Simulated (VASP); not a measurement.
Band structure of SrTiO3 (cubic perovskite). Level of theory: PBE GGA with D4 dispersion, VASP's PBE PAW potentials (set 64) (plane waves; VASP).

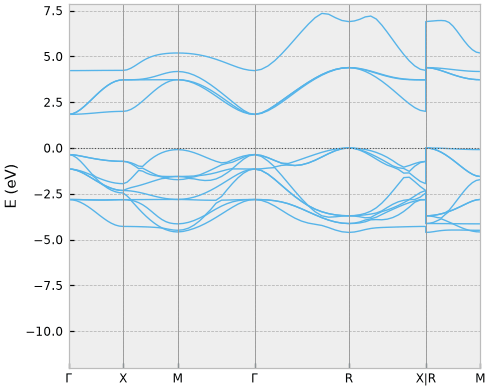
Fig. 1. Bands along high-symmetry lines, zero at the valence-band maximum or, without a gap, the Fermi level

Question: Read the plot: is there a gap, and where are the band edges?

Answer: The gap is indirect, 1.83 eV, from the valence maximum at R to the conduction minimum at Γ. (Edges off the drawn lines would not show.)

Measured: gap 3.59 eV (computed value off by -1.76 eV), as given by Anna Miglio et al., npj Computational Materials (2020), arXiv:2011.12765 [zero-point renormalisation of 336 meV (experimental, the table's column) added back].

The compound is SrTiO3 in the cubic perovskite structure, the ideal cubic form; the compound distorts at low or room temperature. It was relaxed first.
